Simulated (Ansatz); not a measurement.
# C3H4OSi: shape, modes and thermochemistry

The task is to find a stationary geometry of C3H4OSi, check the end point by its vibrations and derive ideal-gas thermochemistry, and look at its orbitals and charge.

Computed with Ansatz 0.2.0, Gaussian basis. Level: RKS PBE0-D4/def2-TZVP.

Plan: relaxation at PBE-D4/def2-SVP; relaxation at PBE0-D4/def2-TZVP; harmonic vibrations at the same level; a single point in def2-TZVPP for the fields.

## 1. Where the work starts

9 atoms, charge 0, spin multiplicity 1.

Atoms are counted from 1 here; the program's logs count them from 0.

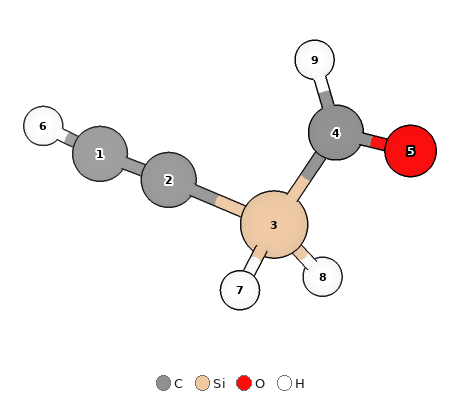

Start geometry, drawn with carbon grey, silicon light orange, oxygen red, hydrogen white; atoms are numbered from 1 in the order of the file.

The start is a force-field geometry with small random shifts, so a cheaper pass at PBE-D4/def2-SVP comes first.

## 2. Relaxation at PBE-D4/def2-SVP (cheap first pass)

The input, in.yaml:

```yaml
crystal:
  periodic: [false, false, false]
  atoms:
    - {symbol: C, position_ang: [2.170400, 0.016100, 1.342300]}
    - {symbol: C, position_ang: [1.212200, -0.160100, 0.571900]}
    - {symbol: Si, position_ang: [-0.236300, -0.501500, -0.632200]}
    - {symbol: C, position_ang: [-1.579200, 0.659200, -0.329000]}
    - {symbol: O, position_ang: [-2.653300, 0.542200, -1.038500]}
    - {symbol: H, position_ang: [2.929500, 0.266200, 1.999500]}
    - {symbol: H, position_ang: [0.349500, -0.363200, -2.000800]}
    - {symbol: H, position_ang: [-0.564800, -1.910400, -0.454300]}
    - {symbol: H, position_ang: [-1.539400, 1.405200, 0.524100]}
basis:
  gaussian: {orbitals: def2-SVP}
hamiltonian: {xc: pbe, dispersion: d4}
relax: {f_tol: 0.03, max_steps: 200}
```

Command:

```bash
$ ansatz run in.yaml --threads 2 --pin off --events-out ev --progress --plain --max-ram 4352MiB
```

The log of the run, shortened:

```text
Functional definition: PBE
  name "PBE"
  cite "Perdew, Burke & Ernzerhof, Phys. Rev. Lett. 77, 3865 (1996) doi:10.1103/PhysRevLett.77.3865"
  parent pbe
[...]
1045 factors; their error is unknown
[...]
mean field -13080.81002336 eV, -480.7109018669 hartree, gradient 6.8e-5 eV, S^2 0.000000; 0 other end points of the search recorded, 0 dependent functions left out
[...]
reference -13080.81005474 eV, -480.7109030201 hartree; 22, 22 occupied and 72, 72 virtual orbitals, 1045 factors
relax step   1: F+E_penalty+E_count = -13080.98647397 eV  Δ(F+E_penalty+E_count) = +0.000e0 eV  max|allowed force component| = 5.274e0 eV/Å  Δτ_max = 0.0000 Å  (27 SCF iters, accepted)
[...]
relax step   6: F+E_penalty+E_count = -13081.51584720 eV  Δ(F+E_penalty+E_count) = -1.015e-3 eV  max|allowed force component| = 3.321e-2 eV/Å  Δτ_max = 0.0254 Å  (31 SCF iters, accepted)
[...]
relax step   7: F+E_penalty+E_count = -13081.51604653 eV  Δ(F+E_penalty+E_count) = -1.993e-4 eV  max|allowed force component| = 6.158e-3 eV/Å  Δτ_max = 0.0102 Å  (32 SCF iters, accepted)
1045 factors; their error is unknown
[...]
mean field -13081.33999910 eV, -480.7303781163 hartree, gradient 1.1e-5 eV, S^2 0.000000; 1 other end points of the search recorded, 0 dependent functions left out
[...]
reference -13081.34003152 eV, -480.7303793074 hartree; 22, 22 occupied and 72, 72 virtual orbitals, 1045 factors
Total energy: -13081.51607895 eV, -480.7368489312 hartree
Atom 0 at     2.131533     0.067562     1.338126 Å, force     0.001090     0.001125     0.001826 eV/Å
Atom 1 at     1.251291    -0.216110     0.528112 Å, force    -0.000553    -0.002040    -0.002260 eV/Å
Atom 2 at    -0.123244    -0.556841    -0.636756 Å, force    -0.003174     0.004443     0.003097 eV/Å
Atom 3 at    -1.617048     0.657763    -0.307668 Å, force    -0.001293    -0.005157    -0.006158 eV/Å
Atom 4 at    -2.611392     0.589901    -1.004894 Å, force     0.001968     0.001296     0.004036 eV/Å
Atom 5 at     2.912759     0.310015     2.047586 Å, force    -0.001144     0.000096    -0.000126 eV/Å
Atom 6 at     0.320507    -0.357424    -2.056947 Å, force     0.002091     0.000273    -0.002894 eV/Å
Atom 7 at    -0.633119    -1.958143    -0.460798 Å, force     0.000287    -0.003339     0.000265 eV/Å
Atom 8 at    -1.542687     1.416978     0.536239 Å, force     0.000728     0.003303     0.002214 eV/Å
Dipole moment:     0.380487     0.039547     0.276843 e Å
```

It took 13 s on 2 threads of Arm Neoverse V1, shared host.

Step by step:

```tsv
step	energy from step 1 (eV)	largest force component (eV/Å)
1	0.0000	5.2745
2	-0.2154	2.4352
3	-0.3707	2.0692
4	-0.4902	1.0561
5	-0.5284	0.0829
6	-0.5294	0.0332
7	-0.5296	0.0062
```

Distances of close pairs at the start and the end, largest changes first:

```tsv
bond	before (Å)	after (Å)	change (Å)
Si3–C4	1.801	1.953	+0.153
C2–Si3	1.914	1.834	-0.081
C4–O5	1.293	1.216	-0.076
C1–H6	1.035	1.083	+0.048
Si3–H8	1.458	1.502	+0.044
C1–C2	1.242	1.229	-0.013
Si3–H7	1.495	1.501	+0.006
C4–H9	1.134	1.138	+0.004
```

## 3. Geometry optimisation, PBE0-D4/def2-TZVP

The input, in.yaml:

```yaml
crystal:
  periodic: [false, false, false]
  atoms:
    - {symbol: C, position_ang: [2.131533, 0.067562, 1.338126]}
    - {symbol: C, position_ang: [1.251291, -0.216110, 0.528112]}
    - {symbol: Si, position_ang: [-0.123244, -0.556841, -0.636756]}
    - {symbol: C, position_ang: [-1.617048, 0.657763, -0.307668]}
    - {symbol: O, position_ang: [-2.611392, 0.589901, -1.004894]}
    - {symbol: H, position_ang: [2.912759, 0.310015, 2.047586]}
    - {symbol: H, position_ang: [0.320507, -0.357424, -2.056947]}
    - {symbol: H, position_ang: [-0.633119, -1.958143, -0.460798]}
    - {symbol: H, position_ang: [-1.542687, 1.416978, 0.536239]}
basis:
  gaussian: {orbitals: def2-TZVP}
hamiltonian: {xc: pbe0, dispersion: d4}
relax: {f_tol: 0.005, max_steps: 150}
```

Same command.

The log of the run, shortened:

```text
Functional definition: PBE0
  name "PBE0"
  cite "Adamo & Barone, J. Chem. Phys. 110, 6158 (1999) doi:10.1063/1.478522"
  cite "Perdew, Burke & Ernzerhof, Phys. Rev. Lett. 77, 3865 (1996) doi:10.1103/PhysRevLett.77.3865"
  parent pbe
[...]
1135 factors; their error is unknown
[...]
mean field -13090.88245607 eV, -481.0810569418 hartree, gradient 3.8e-5 eV, S^2 0.000000; 0 other end points of the search recorded, 0 dependent functions left out
[...]
reference -13090.88248840 eV, -481.0810581299 hartree; 22, 22 occupied and 163, 163 virtual orbitals, 1135 factors
relax step   1: F+E_penalty+E_count = -13091.03155945 eV  Δ(F+E_penalty+E_count) = +0.000e0 eV  max|allowed force component| = 1.320e0 eV/Å  Δτ_max = 0.0000 Å  (29 SCF iters, accepted)
[...]
Total energy: -13091.09547781 eV, -481.0888853461 hartree
Atom 0 at     2.092363     0.070505     1.318642 Å, force    -0.001610     0.002215     0.001148 eV/Å
Atom 1 at     1.228340    -0.206472     0.523793 Å, force     0.000433    -0.000621    -0.000199 eV/Å
Atom 2 at    -0.123793    -0.561377    -0.641704 Å, force    -0.001704     0.000666    -0.000176 eV/Å
Atom 3 at    -1.588848     0.649064    -0.299427 Å, force     0.000776    -0.003024    -0.002489 eV/Å
Atom 4 at    -2.585576     0.600715    -0.972250 Å, force     0.001853     0.000319     0.001692 eV/Å
Atom 5 at     2.860601     0.309867     2.018357 Å, force     0.001338    -0.001206    -0.000301 eV/Å
Atom 6 at     0.329582    -0.356052    -2.037487 Å, force    -0.000152     0.000025    -0.000232 eV/Å
Atom 7 at    -0.615976    -1.946627    -0.453491 Å, force    -0.000099    -0.000009    -0.000226 eV/Å
Atom 8 at    -1.508091     1.394077     0.526568 Å, force    -0.000836     0.001635     0.000783 eV/Å
Dipole moment:     0.462328     0.024865     0.311149 e Å
```

It took 33 s on 2 threads of Arm Neoverse V1, shared host.

Step by step:

```tsv
step	energy from step 1 (eV)	largest force component (eV/Å)
1	0.0000	1.3199
2	-0.0613	0.1468
3	-0.0637	0.0591
4	-0.0633	0.0732
5	-0.0639	0.0083
6	-0.0639	0.0030
```

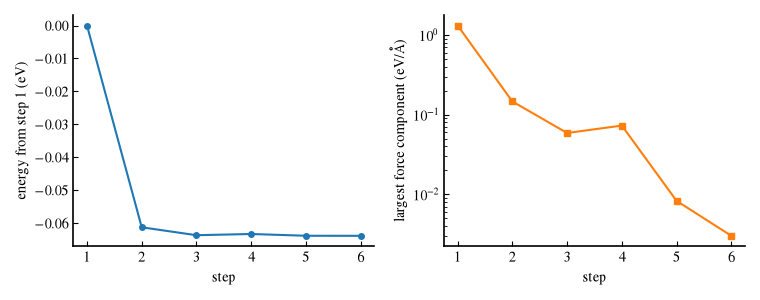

Energy and force, step by step.

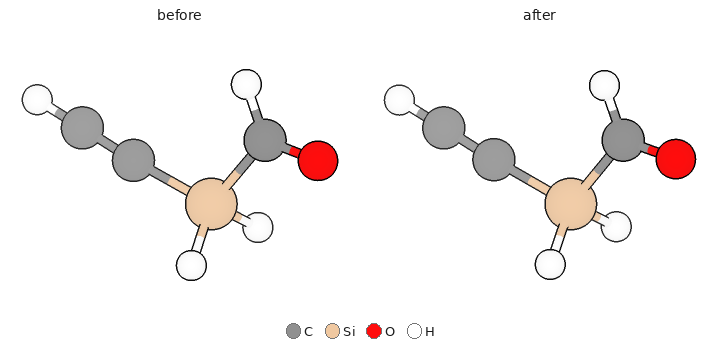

The geometry before (left) and after (right).

Close pairs (by a distance rule), those that changed most:

```tsv
bond	before (Å)	after (Å)	change (Å)
C1–C2	1.229	1.206	-0.023
C4–H9	1.138	1.115	-0.022
Si3–C4	1.953	1.931	-0.022
Si3–H8	1.502	1.482	-0.019
Si3–H7	1.501	1.482	-0.019
C1–H6	1.083	1.066	-0.016
C2–Si3	1.834	1.820	-0.014
C4–O5	1.216	1.204	-0.013
```

Mulliken charges at the end point, from the run's report:

```tsv
atom	value (e)
C1	-0.16
C2	-0.20
Si3	0.29
C4	0.02
O5	-0.24
H6	0.19
H7	0.00
H8	0.00
H9	0.09
```

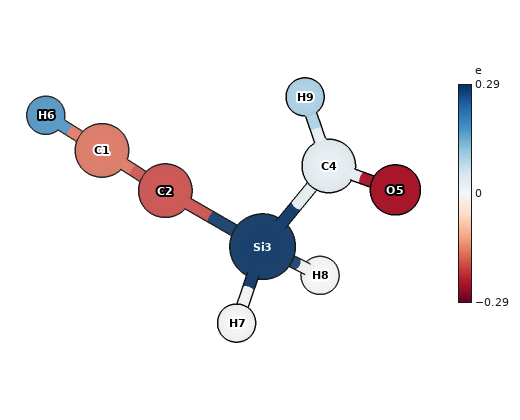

Mulliken charges at the end point, from the run's report, as colours on the atoms.

## 4. Vibrations by finite differences

The input, in.yaml:

```yaml
crystal:
  periodic: [false, false, false]
  atoms:
    - {symbol: C, position_ang: [2.092363, 0.070505, 1.318642]}
    - {symbol: C, position_ang: [1.228340, -0.206472, 0.523793]}
    - {symbol: Si, position_ang: [-0.123793, -0.561377, -0.641704]}
    - {symbol: C, position_ang: [-1.588848, 0.649064, -0.299427]}
    - {symbol: O, position_ang: [-2.585576, 0.600715, -0.972250]}
    - {symbol: H, position_ang: [2.860601, 0.309867, 2.018357]}
    - {symbol: H, position_ang: [0.329582, -0.356052, -2.037487]}
    - {symbol: H, position_ang: [-0.615976, -1.946627, -0.453491]}
    - {symbol: H, position_ang: [-1.508091, 1.394077, 0.526568]}
basis:
  gaussian: {orbitals: def2-TZVP}
hamiltonian: {xc: pbe0, dispersion: d4}
phonons: {temperatures: {t_min: 298.15, t_max: 900, t_step: 200}}
```

Launched as before.

The log of the run, shortened:

```text
Functional definition: PBE0
  name "PBE0"
  cite "Adamo & Barone, J. Chem. Phys. 110, 6158 (1999) doi:10.1063/1.478522"
  cite "Perdew, Burke & Ernzerhof, Phys. Rev. Lett. 77, 3865 (1996) doi:10.1103/PhysRevLett.77.3865"
  parent pbe
[...]
1135 factors; their error is unknown
[...]
mean field -13090.94481141 eV, -481.0833484581 hartree, gradient 3.5e-5 eV, S^2 0.000000; 0 other end points of the search recorded, 0 dependent functions left out
[...]
reference -13090.94484344 eV, -481.0833496355 hartree; 22, 22 occupied and 163, 163 virtual orbitals, 1135 factors
[...]
1135 factors; their error is unknown
mean field -13090.94459135 eV, -481.0833403711 hartree, gradient 1.5e-6 eV, S^2 0.000000; 0 other end points of the search recorded, 0 dependent functions left out
[...]
reference -13090.94462338 eV, -481.0833415484 hartree; 22, 22 occupied and 163, 163 virtual orbitals, 1135 factors
[...]
Atom 1 at     1.228340    -0.206472     0.523793 Å, force     0.000410    -0.000627    -0.000222 eV/Å
Atom 2 at    -0.123793    -0.561377    -0.641704 Å, force    -0.001700     0.000651    -0.000182 eV/Å
Atom 3 at    -1.588848     0.649064    -0.299427 Å, force     0.000771    -0.003032    -0.002509 eV/Å
Atom 4 at    -2.585576     0.600715    -0.972250 Å, force     0.001857     0.000317     0.001695 eV/Å
Atom 5 at     2.860601     0.309867     2.018357 Å, force     0.001342    -0.001206    -0.000300 eV/Å
Atom 6 at     0.329582    -0.356052    -2.037487 Å, force    -0.000155     0.000025    -0.000220 eV/Å
Atom 7 at    -0.615976    -1.946627    -0.453491 Å, force    -0.000095     0.000003    -0.000227 eV/Å
Atom 8 at    -1.508091     1.394077     0.526568 Å, force    -0.000836     0.001649     0.000800 eV/Å
Dipole moment:     0.462327     0.024866     0.311149 e Å
Vibrations: 26.34 95.18 222.82 261.47 358.31 457.62 644.68 699.20 700.51 734.05 736.21 820.70 903.95 926.36 1381.46 1782.13 2161.29 2246.29 2253.12 2847.27 3463.24 cm⁻¹, zero-point energy 1.470589 eV
```

It took 3.2 min on 2 threads of Arm Neoverse V1, shared host.

Motions are named by where the mode's potential energy lies. Wavenumbers, unscaled:

```tsv
mode	cm⁻¹	motion
1	26	torsion
2	95	bend
3	223	bend
4	261	bend
5	358	bend with Si–C stretch
6	458	bend with torsion
7	645	Si–C stretch
8	699	Si–C stretch with bend
9	701	bend
10	734	bend
11	736	bend
12	821	bend
13	904	torsion with out-of-plane bend
14	926	bend with torsion
15	1381	bend
16	1782	C–O stretch
17	2161	C–C stretch
18	2246	Si–H stretch
19	2253	Si–H stretch
20	2847	C–H stretch
21	3463	C–H stretch
```

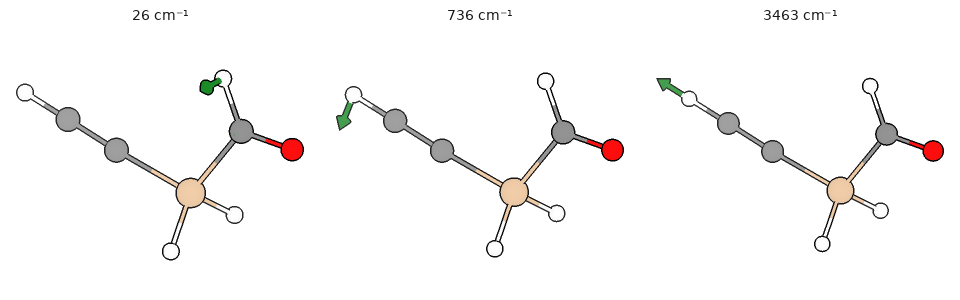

How the atoms move in 3 of the modes.

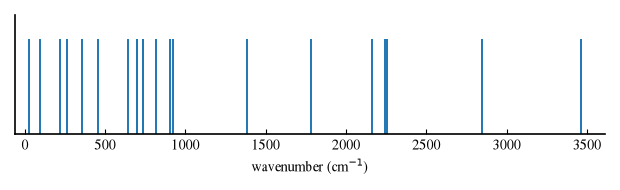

The harmonic wavenumbers as sticks (no intensities were computed).

From these modes and the moments of inertia (298.15 K, 1 bar, symmetry number 1):

```tsv
term	value
zero-point energy	141.9 kJ/mol
H(298) − E	162.3 kJ/mol
entropy, translation	164.1 J/(mol K)
entropy, rotation	110.5 J/(mol K)
entropy, vibration	71.7 J/(mol K)
entropy, total	346.3 J/(mol K)
```

## 5. A single point for the fields

Changes to in.yaml since step 4:

```diff
@@ -13,4 +13,4 @@
 basis:
-  gaussian: {orbitals: def2-TZVP}
+  gaussian: {orbitals: def2-TZVPP}
 hamiltonian: {xc: pbe0, dispersion: d4}
-phonons: {temperatures: {t_min: 298.15, t_max: 900, t_step: 200}}
+output: {orbitals: {seedname: orbitals}}
```

Launched as before.

The log of the run:

```text
Functional definition: PBE0
  name "PBE0"
  cite "Adamo & Barone, J. Chem. Phys. 110, 6158 (1999) doi:10.1063/1.478522"
  cite "Perdew, Burke & Ernzerhof, Phys. Rev. Lett. 77, 3865 (1996) doi:10.1103/PhysRevLett.77.3865"
  parent pbe
  parameter a = 0.25
  parameter kappa = 0.804
  parameter beta = 0.06672455060314922
  exchange = (1 - a)*pbe_x(kappa = kappa, mu = beta*pi^2/3) + a*exact_x
  correlation = pbe_c(beta = beta)
1218 factors; their error is unknown
mean field evaluation 1: about -13084.3220 eV, gradient 5.6e1 eV
mean field evaluation 2: about -13078.3239 eV, gradient 7.9e1 eV
mean field evaluation 4: about -13090.9068 eV, gradient 4.3e0 eV
mean field evaluation 8: about -13090.9461 eV, gradient 1.3e-1 eV
mean field evaluation 16: about -13090.9750 eV, gradient 1.0e-4 eV
mean field -13090.97499530 eV, -481.0844576959 hartree, gradient 2.1e-5 eV, S^2 0.000000; 0 other end points of the search recorded, 0 dependent functions left out
reference -13090.97502700 eV, -481.0844588606 hartree; 22, 22 occupied and 200, 200 virtual orbitals, 1218 factors
Total energy: -13091.12566126 eV, -481.0899945677 hartree
```

It took 4.1 s on 2 threads of Arm Neoverse V1, shared host.

The fields below are evaluated on a grid from the run's orbitals.

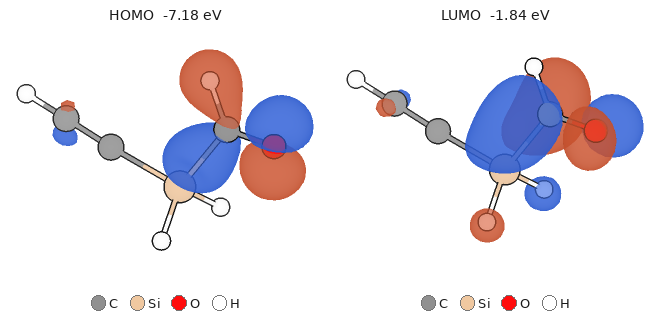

Frontier orbitals at PBE0-D4/def2-TZVPP; each surface holds 70 % of the orbital's density, blue and red mark the sign.

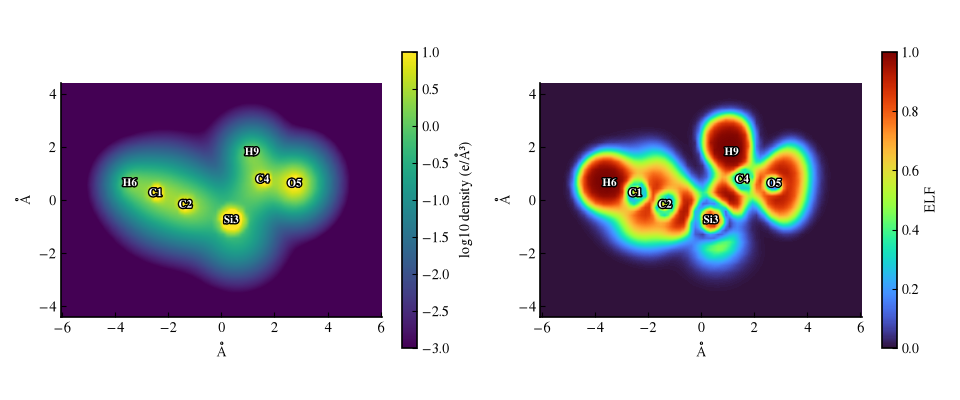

Density (left) and ELF (right) in a plane through or near 7 of the atoms.

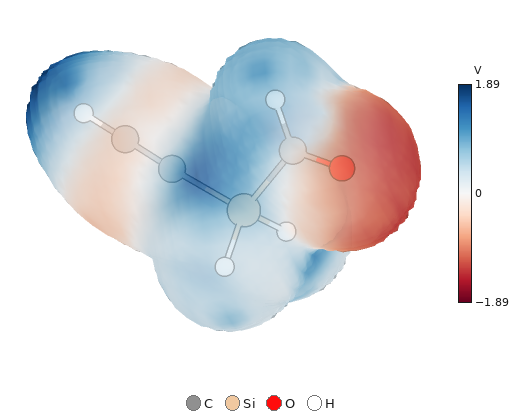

The potential that a unit positive charge feels on the 0.002 e/bohr³ surface, from -1.32 V near O5 to 1.89 V near H6.

## 6. Results

| quantity | value |
| --- | --- |
| point group | Cs |
| steps | 7 + 6 |
| shift from the start (rms) | 0.080 Å |
| total energy | -13091.0955 eV |
| dispersion term | -151 meV |
| dipole moment | 2.68 D |
| lowest, highest wavenumber | 26, 3463 cm⁻¹ |
| zero-point energy | 141.9 kJ/mol |
| entropy at 298.15 K | 346.3 J/(mol K) |
| HOMO, LUMO | -7.18, -1.84 eV |

What this shows: The atoms moved 0.08 Å (rms) from the start; the bond that changed most is Si3–C4, from 1.801 to 1.931 Å. No mode is imaginary: a true minimum at this level. The stiffest mode, 3463 cm⁻¹, is a C–H stretch, and 2 modes under 200 cm⁻¹ make the vibrational entropy uncertain. Harmonic hybrid wavenumbers usually lie a few per cent above measured fundamentals. The largest Mulliken charge, +0.29 e, sits on Si3. The HOMO lies mostly on O5 51 %; H9 15 % and the LUMO on C4 40 %; O5 28 %.
